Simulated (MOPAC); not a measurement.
**Run report: C₃H₇Cl, geometry relaxation (part 1 of 3)**

- system: C₃H₇Cl
- method: RM1, RHF (MOPAC 23.2.5)

The atoms were displaced at random from an optimised geometry.

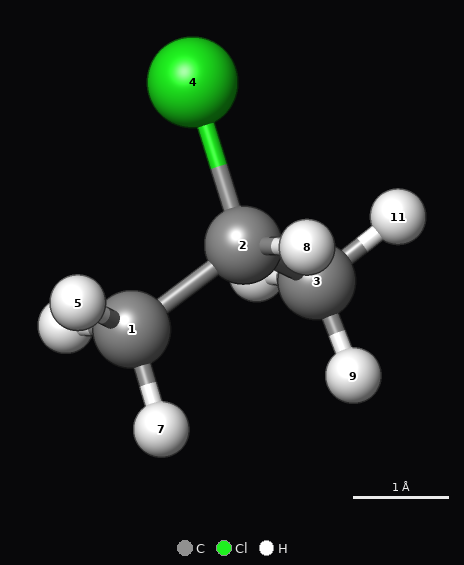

*The input geometry (ball-and-stick view, seen at a tilt; atoms are numbered from 1 in the order of the input).*

**The input (c3h7cl.mop)**
```
RM1 GRADIENTS MULLIK CYCLES=300 DISP EF GNORM=0.01 THREADS=1 AUX(PRECISION=6)
C3H7Cl

C     -0.487005 1     0.952435 1    -0.690517 1
C     -0.028680 1    -0.428943 1    -0.362418 1
C      0.638687 1    -0.512875 1     0.981729 1
Cl    -1.414652 1    -1.569873 1    -0.441499 1
H     -0.981852 1     1.010641 1    -1.667753 1
H     -1.204199 1     1.312386 1     0.059026 1
H      0.357209 1     1.662555 1    -0.689876 1
H      0.662619 1    -0.790712 1    -1.139813 1
H      1.510241 1     0.110412 1     1.010873 1
H     -0.053385 1    -0.212427 1     1.791138 1
H      0.960982 1    -1.542622 1     1.189605 1
```

Run on 1 thread of Arm Neoverse N1, 90 GiB of memory available, shared host.

Run as:
```bash
mopac c3h7cl.mop
```

**Output**
```
MOPAC v23.2.5
RM1 CALCULATION RESULTS

 *  RM1        - The RM1 Hamiltonian to be used
 *  EF         - USE EF ROUTINE FOR MINIMUM SEARCH
 *  THREADS=1  - MULTI-THREADING NOT USED
 *  CYCLES=    - DO A MAXIMUM OF 300 STEPS
 *  GNORM      - EXIT WHEN GRADIENT NORM DROPS BELOW 0.010
 *  AUX        - OUTPUT AUXILIARY INFORMATION
 *  GRADIENTS  - ALL GRADIENTS TO BE PRINTED
 *  DISP       - PRINT DISPERSION AND HYDROGEN BOND ENERGIES
 *  MULLIK     - THE MULLIKEN ANALYSIS TO BE PERFORMED
RM1 GRADIENTS MULLIK CYCLES=300 DISP EF GNORM=0.01 THREADS=1 AUX(PRECISION=6)
 C3H7Cl

   ATOM   CHEMICAL          X               Y               Z
  NUMBER   SYMBOL      (ANGSTROMS)     (ANGSTROMS)     (ANGSTROMS)

     1       C         -0.48700500  *   0.95243500  *  -0.69051700  *
     2       C         -0.02868000  *  -0.42894300  *  -0.36241800  *
     3       C          0.63868700  *  -0.51287500  *   0.98172900  *
     4      Cl         -1.41465200  *  -1.56987300  *  -0.44149900  *
     5       H         -0.98185200  *   1.01064100  *  -1.66775300  *
     6       H         -1.20419900  *   1.31238600  *   0.05902600  *
     7       H          0.35720900  *   1.66255500  *  -0.68987600  *
     8       H          0.66261900  *  -0.79071200  *  -1.13981300  *
     9       H          1.51024100  *   0.11041200  *   1.01087300  *
    10       H         -0.05338500  *  -0.21242700  *   1.79113800  *
    11       H          0.96098200  *  -1.54262200  *   1.18960500  *

          CARTESIAN COORDINATES

    NO.       ATOM           X           Y           Z

     1         C         -0.4870      0.9524     -0.6905
     2         C         -0.0287     -0.4289     -0.3624
     3         C          0.6387     -0.5129      0.9817
     4        Cl         -1.4147     -1.5699     -0.4415
     5         H         -0.9819      1.0106     -1.6678
     6         H         -1.2042      1.3124      0.0590
     7         H          0.3572      1.6626     -0.6899
     8         H          0.6626     -0.7907     -1.1398
     9         H          1.5102      0.1104      1.0109
    10         H         -0.0534     -0.2124      1.7911
    11         H          0.9610     -1.5426      1.1896

           Empirical Formula: C3 H7 Cl  =    11 atoms

      MOLECULAR POINT GROUP   :   Cs

      RHF CALCULATION, NO. OF DOUBLY OCCUPIED LEVELS = 13

          Geometry optimization using EF

          DIAGONAL MATRIX USED AS START HESSIAN
```

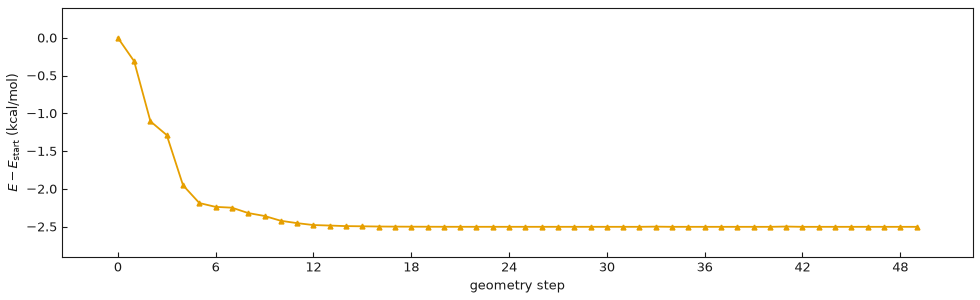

*Progress of the relaxation, step by step (steps are counted from 0).*

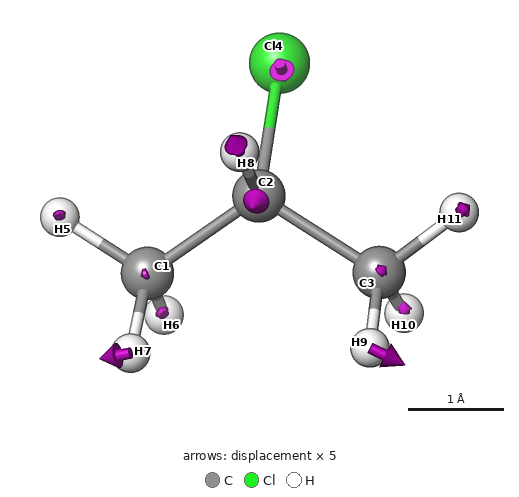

*The starting structure with the displacements as pink arrows, magnified 5 times (ball-and-stick view, seen at a tilt). The two geometries are laid on each other by the best rigid fit.*

After 49 geometry steps the energy has fallen by 2.50 kcal/mol. Largest force component: 1 eV/Å at the start, 0.00028 eV/Å at the end. The largest move after the best rigid fit is that of H9, 0.085 Å. Largest moves by element: H 0.085 Å, C 0.079 Å, Cl 0.073 Å. Among the contacts that change: C2–Cl4 1.797 → 1.878 Å, C3–H9 1.072 → 1.101 Å, C1–C2 1.492 → 1.505 Å, C2–H8 1.101 → 1.111 Å. Among the angles that change: C1–C2–Cl4 110.0° → 105.5°, C1–C2–H8 110.0° → 113.2°, H9–C3–H10 109.3° → 107.1°. (Atoms are counted from 1 in the order of the input.)

```
 CYCLE:     1 TIME:   0.008 TIME LEFT:  2.00D  GRAD.:    53.876 HEAT: -32.65371
 CYCLE:     2 TIME:   0.000 TIME LEFT:  2.00D  GRAD.:    73.435 HEAT: -32.96466
 CYCLE:     3 TIME:   0.008 TIME LEFT:  2.00D  GRAD.:    59.334 HEAT: -33.75987
 CYCLE:     4 TIME:   0.008 TIME LEFT:  2.00D  GRAD.:    52.457 HEAT: -33.94179
 CYCLE:     5 TIME:   0.000 TIME LEFT:  2.00D  GRAD.:    26.379 HEAT: -34.60634
 CYCLE:     6 TIME:   0.008 TIME LEFT:  2.00D  GRAD.:    12.818 HEAT: -34.84123
 CYCLE:     7 TIME:   0.000 TIME LEFT:  2.00D  GRAD.:     9.246 HEAT: -34.89211
 CYCLE:     8 TIME:   0.000 TIME LEFT:  2.00D  GRAD.:    14.465 HEAT: -34.90268
 CYCLE:     9 TIME:   0.008 TIME LEFT:  2.00D  GRAD.:    10.285 HEAT: -34.97395
 CYCLE:    10 TIME:   0.000 TIME LEFT:  2.00D  GRAD.:    11.174 HEAT: -35.01244
 CYCLE:    11 TIME:   0.000 TIME LEFT:  2.00D  GRAD.:     6.059 HEAT: -35.07618
 CYCLE:    12 TIME:   0.000 TIME LEFT:  2.00D  GRAD.:     7.091 HEAT: -35.10746
 CYCLE:    13 TIME:   0.000 TIME LEFT:  2.00D  GRAD.:     3.754 HEAT: -35.13255
 CYCLE:    14 TIME:   0.008 TIME LEFT:  2.00D  GRAD.:     3.636 HEAT: -35.13908
 CYCLE:    15 TIME:   0.000 TIME LEFT:  2.00D  GRAD.:     2.170 HEAT: -35.14660
 CYCLE:    16 TIME:   0.000 TIME LEFT:  2.00D  GRAD.:     2.206 HEAT: -35.14916
 CYCLE:    17 TIME:   0.000 TIME LEFT:  2.00D  GRAD.:     0.896 HEAT: -35.15203
 CYCLE:    18 TIME:   0.000 TIME LEFT:  2.00D  GRAD.:     0.606 HEAT: -35.15346
 CYCLE:    19 TIME:   0.008 TIME LEFT:  2.00D  GRAD.:     0.614 HEAT: -35.15430
 CYCLE:    20 TIME:   0.000 TIME LEFT:  2.00D  GRAD.:     0.468 HEAT: -35.15498
 CYCLE:    21 TIME:   0.000 TIME LEFT:  2.00D  GRAD.:     0.356 HEAT: -35.15547
 CYCLE:    22 TIME:   0.000 TIME LEFT:  2.00D  GRAD.:     0.251 HEAT: -35.15575
 CYCLE:    23 TIME:   0.000 TIME LEFT:  2.00D  GRAD.:     0.149 HEAT: -35.15586
 CYCLE:    24 TIME:   0.008 TIME LEFT:  2.00D  GRAD.:     0.106 HEAT: -35.15590
 CYCLE:    25 TIME:   0.000 TIME LEFT:  2.00D  GRAD.:     0.091 HEAT: -35.15592
 CYCLE:    26 TIME:   0.000 TIME LEFT:  2.00D  GRAD.:     0.090 HEAT: -35.15594
 CYCLE:    27 TIME:   0.000 TIME LEFT:  2.00D  GRAD.:     0.089 HEAT: -35.15596
 CYCLE:    28 TIME:   0.000 TIME LEFT:  2.00D  GRAD.:     0.083 HEAT: -35.15597
 CYCLE:    29 TIME:   0.008 TIME LEFT:  2.00D  GRAD.:     0.081 HEAT: -35.15599
 CYCLE:    30 TIME:   0.000 TIME LEFT:  2.00D  GRAD.:     0.078 HEAT: -35.15600
 CYCLE:    31 TIME:   0.000 TIME LEFT:  2.00D  GRAD.:     0.066 HEAT: -35.15601
 CYCLE:    32 TIME:   0.000 TIME LEFT:  2.00D  GRAD.:     0.086 HEAT: -35.15602
 CYCLE:    33 TIME:   0.000 TIME LEFT:  2.00D  GRAD.:     0.083 HEAT: -35.15603
 CYCLE:    34 TIME:   0.008 TIME LEFT:  2.00D  GRAD.:     1.084 HEAT: -35.15365
 CYCLE:    35 TIME:   0.000 TIME LEFT:  2.00D  GRAD.:     0.128 HEAT: -35.15607
 CYCLE:    36 TIME:   0.000 TIME LEFT:  2.00D  GRAD.:     0.109 HEAT: -35.15608
 CYCLE:    37 TIME:   0.000 TIME LEFT:  2.00D  GRAD.:     0.166 HEAT: -35.15610
 CYCLE:    38 TIME:   0.008 TIME LEFT:  2.00D  GRAD.:     0.094 HEAT: -35.15612
 CYCLE:    39 TIME:   0.000 TIME LEFT:  2.00D  GRAD.:     0.075 HEAT: -35.15614
 CYCLE:    40 TIME:   0.000 TIME LEFT:  2.00D  GRAD.:     0.025 HEAT: -35.15615
 CYCLE:    41 TIME:   0.000 TIME LEFT:  2.00D  GRAD.:     0.018 HEAT: -35.15615
 CYCLE:    42 TIME:   0.000 TIME LEFT:  2.00D  GRAD.:     1.283 HEAT: -35.15242
 CYCLE:    43 TIME:   0.008 TIME LEFT:  2.00D  GRAD.:     0.024 HEAT: -35.15615
 CYCLE:    44 TIME:   0.000 TIME LEFT:  2.00D  GRAD.:     0.023 HEAT: -35.15615
 CYCLE:    45 TIME:   0.000 TIME LEFT:  2.00D  GRAD.:     0.059 HEAT: -35.15613
 CYCLE:    46 TIME:   0.000 TIME LEFT:  2.00D  GRAD.:     0.043 HEAT: -35.15614
 CYCLE:    47 TIME:   0.000 TIME LEFT:  2.00D  GRAD.:     0.034 HEAT: -35.15614
 CYCLE:    48 TIME:   0.008 TIME LEFT:  2.00D  GRAD.:     0.022 HEAT: -35.15615
 CYCLE:    49 TIME:   0.000 TIME LEFT:  2.00D  GRAD.:     0.021 HEAT: -35.15615
 CYCLE:    50 TIME:   0.000 TIME LEFT:  2.00D  GRAD.:     0.015 HEAT: -35.15615

 HEAT OF FORMATION IS ESSENTIALLY STATIONARY

 -------------------------------------------------------------------------------
 RM1 GRADIENTS MULLIK CYCLES=300 DISP EF GNORM=0.01 THREADS=1 AUX(PRECISION=6)
 C3H7Cl

     GEOMETRY OPTIMISED USING EIGENVECTOR FOLLOWING (EF).
     SCF FIELD WAS ACHIEVED

                              RM1 CALCULATION

          FINAL HEAT OF FORMATION =        -35.15615 KCAL/MOL =    -147.09331 KJ/MOL

          TOTAL ENERGY            =     -19846.49499 KCAL/MOL = ELECTRONIC ENERGY + CORE-CORE REPULSION
          ENERGY OF ATOMS         =      19811.33884 KCAL/MOL
                              SUM =        -35.15615 KCAL/MOL
          DISPERSION ENERGY       =          0.00000 KCAL/MOL
                              SUM =        -35.15615 KCAL/MOL = FINAL HEAT OF FORMATION

          TOTAL ENERGY            =       -860.62548 EV
          ELECTRONIC ENERGY       =      -2592.68053 EV
          CORE-CORE REPULSION     =       1732.05505 EV
          COSMO AREA              =        114.63 SQUARE ANGSTROMS
          COSMO VOLUME            =        102.89 CUBIC ANGSTROMS

          GRADIENT NORM           =          0.01476          =       0.00445 PER ATOM
          IONIZATION POTENTIAL    =         10.893427 EV
          HOMO LUMO ENERGIES (EV) =        -10.893  0.654
          NO. OF FILLED LEVELS    =         13
          MOLECULAR WEIGHT        =         78.5413         POINT GROUP:  Cs

          MOLECULAR DIMENSIONS (Angstroms)

            Atom       Atom       Distance
            H    11    H     5     4.32112
            H     9   Cl     4     3.46219
            H     8    H     6     2.80841

          SCF CALCULATIONS        =         54

          WALL-CLOCK TIME         =      0.117 SECONDS
          COMPUTATION TIME        =      0.100 SECONDS

       FINAL  POINT  AND  DERIVATIVES

   PARAMETER     ATOM    TYPE            VALUE        GRADIENT
      1          1  C    CARTESIAN X    -0.499751     -0.002119  KCAL/ANGSTROM
      2          1  C    CARTESIAN Y     0.959867      0.000397  KCAL/ANGSTROM
      3          1  C    CARTESIAN Z    -0.699126     -0.001663  KCAL/ANGSTROM
      4          2  C    CARTESIAN X     0.047249     -0.000914  KCAL/ANGSTROM
      5          2  C    CARTESIAN Y    -0.408487      0.002040  KCAL/ANGSTROM
      6          2  C    CARTESIAN Z    -0.394260     -0.000093  KCAL/ANGSTROM
      7          3  C    CARTESIAN X     0.637281      0.000847  KCAL/ANGSTROM
      8          3  C    CARTESIAN Y    -0.537056      0.002788  KCAL/ANGSTROM
      9          3  C    CARTESIAN Z     0.984108     -0.001092  KCAL/ANGSTROM
     10          4 Cl    CARTESIAN X    -1.436082      0.003218  KCAL/ANGSTROM
     11          4 Cl    CARTESIAN Y    -1.559794     -0.001172  KCAL/ANGSTROM
     12          4 Cl    CARTESIAN Z    -0.415894      0.006473  KCAL/ANGSTROM
     13          5  H    CARTESIAN X    -0.997011     -0.002747  KCAL/ANGSTROM
     14          5  H    CARTESIAN Y     0.994713     -0.001726  KCAL/ANGSTROM
     15          5  H    CARTESIAN Z    -1.679777      0.000600  KCAL/ANGSTROM
     16          6  H    CARTESIAN X    -1.245095      0.000111  KCAL/ANGSTROM
     17          6  H    CARTESIAN Y     1.287277      0.001202  KCAL/ANGSTROM
     18          6  H    CARTESIAN Z     0.040978      0.000932  KCAL/ANGSTROM
     19          7  H    CARTESIAN X     0.298736      0.001045  KCAL/ANGSTROM
     20          7  H    CARTESIAN Y     1.717233     -0.002722  KCAL/ANGSTROM
     21          7  H    CARTESIAN Z    -0.712433     -0.004002  KCAL/ANGSTROM
     22          8  H    CARTESIAN X     0.709831     -0.001142  KCAL/ANGSTROM
     23          8  H    CARTESIAN Y    -0.803733     -0.001876  KCAL/ANGSTROM
     24          8  H    CARTESIAN Z    -1.193536     -0.001403  KCAL/ANGSTROM
     25          9  H    CARTESIAN X     1.524672     -0.004278  KCAL/ANGSTROM
     26          9  H    CARTESIAN Y     0.103254      0.003726  KCAL/ANGSTROM
     27          9  H    CARTESIAN Z     1.101986      0.000749  KCAL/ANGSTROM
     28         10  H    CARTESIAN X    -0.075273     -0.000576  KCAL/ANGSTROM
     29         10  H    CARTESIAN Y    -0.252160     -0.004090  KCAL/ANGSTROM
     30         10  H    CARTESIAN Z     1.772519      0.000880  KCAL/ANGSTROM
     31         11  H    CARTESIAN X     0.949596      0.006556  KCAL/ANGSTROM
     32         11  H    CARTESIAN Y    -1.568921      0.001433  KCAL/ANGSTROM
     33         11  H    CARTESIAN Z     1.203028     -0.001382  KCAL/ANGSTROM

   ATOM   CHEMICAL          X               Y               Z
  NUMBER   SYMBOL      (ANGSTROMS)     (ANGSTROMS)     (ANGSTROMS)

     1       C         -0.49975130  *   0.95986652  *  -0.69912551  *
     2       C          0.04724927  *  -0.40848685  *  -0.39425955  *
     3       C          0.63728101  *  -0.53705625  *   0.98410785  *
     4      Cl         -1.43608219  *  -1.55979434  *  -0.41589377  *
     5       H         -0.99701146  *   0.99471270  *  -1.67977693  *
     6       H         -1.24509531  *   1.28727673  *   0.04097783  *
     7       H          0.29873581  *   1.71723290  *  -0.71243273  *
     8       H          0.70983140  *  -0.80373315  *  -1.19353621  *
     9       H          1.52467179  *   0.10325409  *   1.10198552  *
    10       H         -0.07527298  *  -0.25215976  *   1.77251862  *
    11       H          0.94959614  *  -1.56892055  *   1.20302769  *

                             CARTESIAN COORDINATES

   1    C       -0.499751297     0.959866525    -0.699125506
   2    C        0.047249275    -0.408486849    -0.394259549
   3    C        0.637281008    -0.537056248     0.984107852
   4   Cl       -1.436082191    -1.559794336    -0.415893771
   5    H       -0.997011460     0.994712702    -1.679776931
   6    H       -1.245095305     1.287276731     0.040977829
   7    H        0.298735810     1.717232896    -0.712432734
   8    H        0.709831398    -0.803733150    -1.193536214
   9    H        1.524671791     0.103254087     1.101985518
  10    H       -0.075272977    -0.252159762     1.772518621
  11    H        0.949596135    -1.568920552     1.203027694

           Empirical Formula: C3 H7 Cl  =    11 atoms

      MOLECULAR POINT GROUP   :   Cs

                  EIGENVALUES
 -39.51677 -34.15971 -27.65323 -21.79678 -16.32376 -15.66671 -14.74827 -13.40929
 -12.74678 -12.67760 -12.15407 -10.92242 -10.89343   0.65407   3.53173   3.77510
   3.79776   4.18624   4.33944   4.46591   4.56547   5.10078   5.15264

              NET ATOMIC CHARGES AND DIPOLE CONTRIBUTIONS

  ATOM NO.   TYPE          CHARGE      No. of ELECS.   s-Pop       p-Pop
    1          C          -0.222788        4.2228     1.16069     3.06210
    2          C           0.139449        3.8606     1.19318     2.66737
    3          C          -0.222772        4.2228     1.16069     3.06208
    4         Cl          -0.297247        7.2972     1.99578     5.30146
    5          H           0.088559        0.9114     0.91144
    6          H           0.090683        0.9093     0.90932
    7          H           0.075480        0.9245     0.92452
    8          H           0.093905        0.9061     0.90610
    9          H           0.075476        0.9245     0.92452
   10          H           0.090663        0.9093     0.90934
   11          H           0.088591        0.9114     0.91141
 DIPOLE           X         Y         Z       TOTAL
 POINT-CHG.     2.321     2.005     0.215     3.074
 HYBRID        -0.188    -0.116     0.024     0.222
 SUM            2.133     1.889     0.239     2.859

          ATOMIC ORBITAL ELECTRON POPULATIONS

     Atom    s        px        py        pz
    1  C   1.16069   1.03803   0.95994   1.06413
    2  C   1.19318   0.81354   0.87162   0.98220
    3  C   1.16069   1.03385   1.05783   0.97040
    4 Cl   1.99578   1.56983   1.73611   1.99552
    5  H   0.91144
    6  H   0.90932
    7  H   0.92452
    8  H   0.90610
    9  H   0.92452
   10  H   0.90934
   11  H   0.91141

           MULLIKEN POPULATION ANALYSIS

        MULLIKEN POPULATIONS AND CHARGES

      NO.  ATOM   POPULATION      CHARGE
        1    C     4.341029     -0.341029
        2    C     3.914203      0.085797
        3    C     4.341010     -0.341010
        4   Cl     7.312731     -0.312731
        5    H     0.867539      0.132461
        6    H     0.865454      0.134546
        7    H     0.885552      0.114448
        8    H     0.853948      0.146052
        9    H     0.885555      0.114445
       10    H     0.865479      0.134521
       11    H     0.867501      0.132499

          Chemical-Potential Equalization

          Energy                    =                  NaN   kcal/mol
          Pot(1)                    =                  NaN   eV
          Dipole correction(1)      =                  NaN   au

 *                    *
 * JOB ENDED NORMALLY *
 *                    *

 TOTAL JOB TIME:             0.12 SECONDS

 == MOPAC DONE ==
```

**Trajectory as extended XYZ (Å, eV, eV/Å), 50 frames, from step=0 to step=49**
```
11
Properties=species:S:1:pos:R:3:forces:R:3 step=0 energy=-1.41600
C    -0.4870    0.9524   -0.6905   -0.3400   0.4835   0.1503
C    -0.0287   -0.4289   -0.3624    1.0468   0.1944  -0.2635
C     0.6387   -0.5129    0.9817   -1.0280  -0.6513   0.3055
Cl   -1.4147   -1.5699   -0.4415   -0.7896  -0.4385   0.1687
H    -0.9819    1.0106   -1.6678   -0.0222   0.0406  -0.0729
H    -1.2042    1.3124    0.0590   -0.1305   0.1521  -0.0135
H     0.3572    1.6626   -0.6899   -0.0827   0.0048  -0.0845
H     0.6626   -0.7907   -1.1398    0.3566  -0.2433  -0.4706
H     1.5102    0.1104    1.0109    0.7459   0.5677   0.1810
H    -0.0534   -0.2124    1.7911    0.2287  -0.0571  -0.0504
H     0.9610   -1.5426    1.1896    0.0150  -0.0530   0.1497
11
Properties=species:S:1:pos:R:3:forces:R:3 step=1 energy=-1.42948
C    -0.4912    0.9789   -0.6822   -0.0701  -0.6670  -0.7462
C     0.0000   -0.4151   -0.4008    0.7022  -0.0923   1.0337
C     0.6201   -0.5366    1.0079    0.8493   0.9838  -1.8794
Cl   -1.4239   -1.5846   -0.4291   -0.3424  -0.0584   0.0253
H    -0.9814    1.0134   -1.6785    0.0681   0.1427   0.3091
H    -1.2061    1.3205    0.0551   -0.3585   0.2356   0.3112
H     0.3562    1.6643   -0.7029    0.1502   0.3522  -0.0122
H     0.6722   -0.8004   -1.1966    0.0945   0.0030   0.0033
H     1.5288    0.1387    1.0284   -0.6568  -0.5643   0.1899
H    -0.0466   -0.2133    1.7829   -0.5092   0.1369   0.5819
H     0.9630   -1.5431    1.2045    0.0728  -0.4723   0.1834
11
Properties=species:S:1:pos:R:3:forces:R:3 step=2 energy=-1.46397
C    -0.4931    0.9766   -0.6918    0.1318  -0.4513   0.3845
C     0.0186   -0.4120   -0.3692   -0.0567  -0.0150  -1.5157
C     0.6177   -0.5297    0.9732    1.0750   0.4039   1.1808
Cl   -1.4321   -1.5899   -0.4315   -0.1314   0.0772   0.0780
H    -0.9797    1.0175   -1.6700   -0.1142   0.0415  -0.1109
H    -1.2111    1.3272    0.0650   -0.0207   0.0535  -0.1085
H     0.3576    1.6711   -0.7009   -0.0477   0.1999  -0.0556
H     0.6774   -0.8033   -1.2052   -0.2190   0.1639   0.4774
H     1.5283    0.1376    1.0445   -0.6067  -0.5149   0.0383
H    -0.0509   -0.2122    1.8010    0.1240  -0.1484  -0.2940
H     0.9633   -1.5524    1.2172   -0.1345   0.1897  -0.0743
```
